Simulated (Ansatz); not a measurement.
```xyz
13
Lattice="5.9000 0.0000 0.0000 -4.4250 7.6643 0.0000 0.0000 0.0000 4.6846" Properties=species:S:1:pos:R:3 pbc="T T T"
Ti    0.0906    0.1364    4.5930
Ti    0.1555    1.7143    2.0788
Ti    4.3443    2.1285    3.8966
Ti   -1.4093    4.8141    3.0349
Ti    2.7977    5.2217    0.1788
Ti   -3.0561    6.8089    2.3389
Ti   -1.5398    7.5230    4.5374
Ti    2.7557    1.6186    1.9810
Ti    1.4274    2.6689    4.4760
Ti    1.5156    4.2784    2.4513
Ti    0.1933    5.3328    0.2554
Ti    0.0471    7.0894    2.3913
Li   -1.4630    3.4703    1.1229
```

Computed without spin polarisation.

Method: DFT LDA, scalar-relativistic, plane waves, PAW in Ansatz 0.2.0.

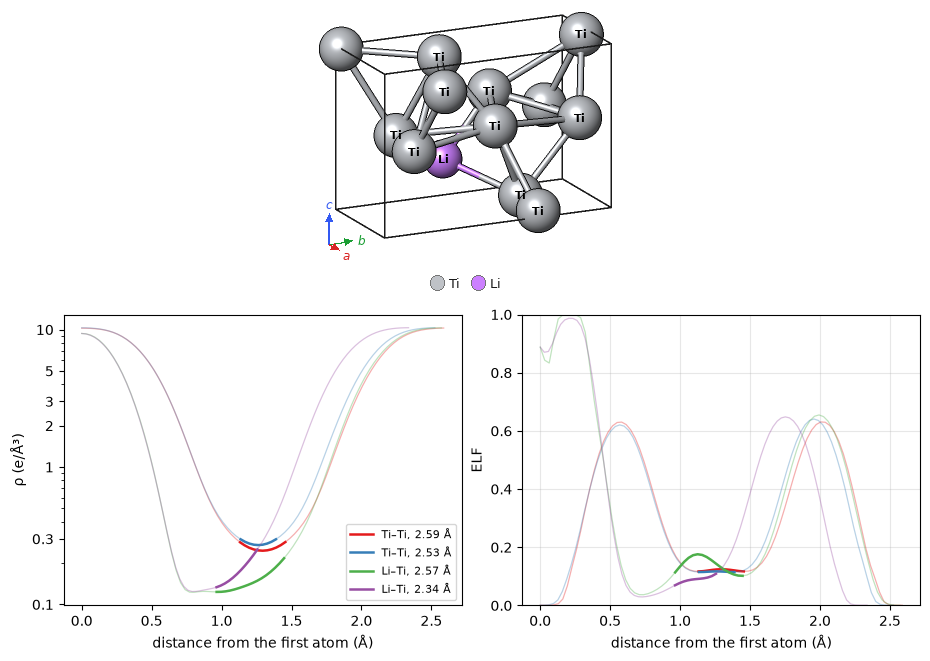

LiTi₁₂ (cell with a defect). Valence pseudo-density and electron localisation function along straight lines between neighbouring atoms. Thin, pale parts lie inside the atomic spheres. The structure is drawn too.

The density is the valence pseudo-density of a PAW calculation; it isn't the true density close to the nuclei.

**Compare the contacts.**

Ti–Ti (2.59 Å): the density is about 0.25 e/Å³ at the midpoint; the ELF is about 0.10 at the midpoint: no shared electron pair shows on this line.
Ti–Ti (2.53 Å): the density is about 0.27 e/Å³ at the midpoint; the ELF is about 0.10 at the midpoint: no shared electron pair shows on this line.
Li–Ti (2.57 Å): ρ at the midpoint is about 0.15 e/Å³; the ELF is about 0.15 at the midpoint: no localised pair shows between them.
Li–Ti (2.34 Å): ρ at the midpoint is about 0.19 e/Å³; the ELF is about 0.10 at the midpoint; no localised pair shows between them.
